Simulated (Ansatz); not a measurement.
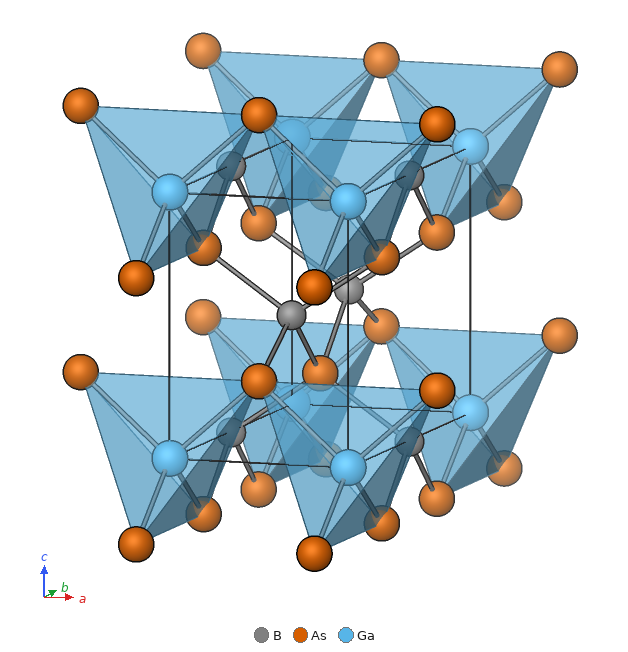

Polyhedral drawing of the structure, looking slightly off an axis. The conventional unit cell is outlined; an atom on or near a face, edge or corner is repeated at each equivalent position. Some atoms of the next cells are drawn as well.

GaB3As4, space group Pmm2 (No. 25), a = 3.516 Å, b = 7.100 Å, c = 5.031 Å, α = 90.00°, β = 90.00°, γ = 90.00°. The structure was taken from a structure type filled with these elements by a generator (whether the compound takes this form wasn't checked). Earlier steps of the study, as a rule a relaxation of our own, may have changed the cell and positions, so they can lie some per cent off the listed ones. A calculation with Ansatz used it as input.

This one geometry was computed with Ansatz (DFT, plane waves, PAW) at five levels of theory: PBE, PBE0, PBE with spin-orbit coupling, r2SCAN and HSE06. It was relaxed beforehand with r2SCAN.

Which level gives the highest pressure at this volume, and what does that say about its equilibrium volume?

Answer. Highest: PBE (2.3 GPa) and PBE with spin-orbit coupling (2.3 GPa), which points to the largest equilibrium volume. Lowest, with the smallest volume: PBE0 (-0.5 GPa), r2SCAN (0.0 GPa) and HSE06 (-0.3 GPa). Levels within 0.5 GPa of each other can't be told apart.

How does the band gap change with the level of theory?

Answer. PBE with spin-orbit coupling: a gap of 0.44 eV, indirect; PBE: a gap of 0.46 eV, indirect; r2SCAN: a gap of 0.69 eV, indirect; HSE06: a gap of 1.12 eV, indirect; PBE0: a gap of 1.81 eV, indirect.

Collect the results in a table.

Answer.
| level | cutoff (eV) | k-mesh of the run's cell | gap (eV) | pressure (GPa) |
| --- | --- | --- | --- | --- |
| PBE | 420 | 8×4×6 | 0.46 | 2.3 |
| PBE0 | 420 | 4×2×4 | 1.81 | -0.5 |
| PBE with spin-orbit coupling | 420 | 8×4×6 | 0.44 | 2.3 |
| r2SCAN | 500 | 8×4×6 | 0.69 | 0.0 |
| HSE06 | 420 | 4×2×4 | 1.12 | -0.3 |

Gaps are taken on the k-mesh or band path of each run.
